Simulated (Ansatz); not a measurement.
| atom | x (Å) | y (Å) | z (Å) |
| --- | --- | --- | --- |
| Sn | 0.0005 | 0.0000 | -0.2845 |
| H | -0.0009 | 0.0000 | 2.6538 |
| H | 1.6405 | 0.0000 | -0.8309 |
| H | -0.8195 | 1.4201 | -0.8313 |
| H | -0.8195 | -1.4201 | -0.8313 |
| F | 0.0007 | 0.0000 | 3.5859 |

Core potentials replace the inner electrons of Sn.

These are results of UKS PBE/def2-SVP in Ansatz 0.2.0, not measurements.

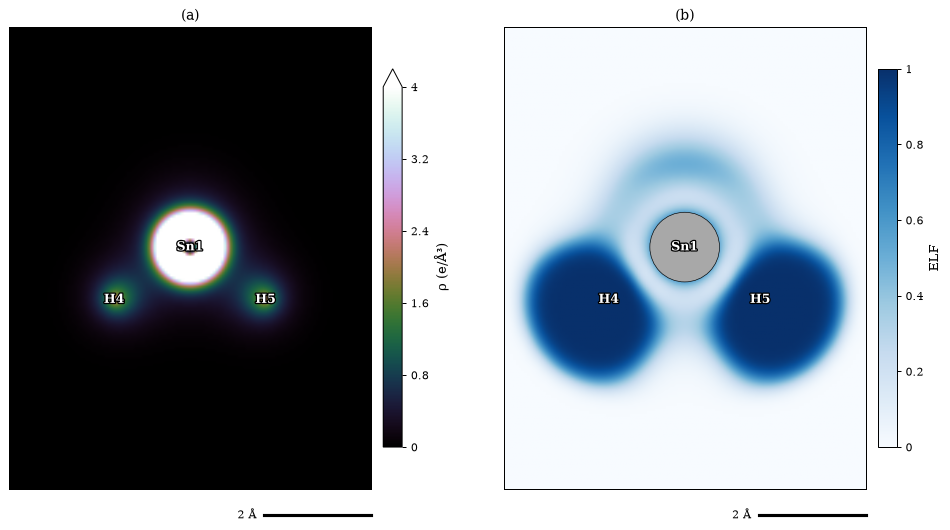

H3Sn···HF (doublet). (a) electron density; (b) ELF on the plane of atoms H4, Sn1 and H5. Grey discs cover the atomic cores in the ELF map.

**Describe what can be read from this map.**

The plane passes through Sn and H nuclei.
Sn–H (1.73 Å): the density is about 1.1 e/Å³ at the midpoint; the ELF climbs to about 1 towards the hydrogen.
